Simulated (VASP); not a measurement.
Band structure of Na$_{2}$S (antifluorite). Calculation: PBE GGA with D4 dispersion, VASP's PBE PAW potentials (set 64) (plane waves; VASP 6.6.1).

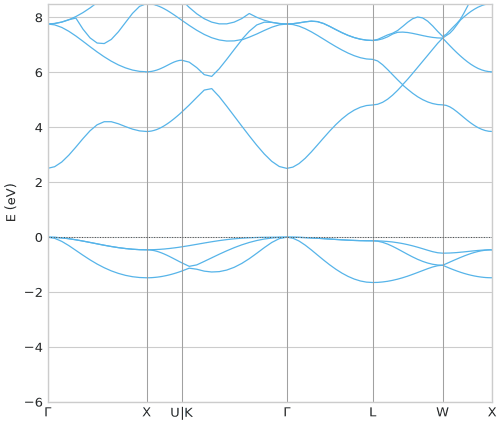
Figure: Bands along high-symmetry lines, zero at the valence-band maximum or, without a gap, the Fermi level

Problem. Read the plot: is there a gap, and where are the band edges?

Solution. The gap is direct, 2.51 eV, from the valence maximum at Γ to the conduction minimum at Γ. (Edges off the drawn lines would not show.)

The compound is Na2S in the antifluorite structure. It was relaxed first.
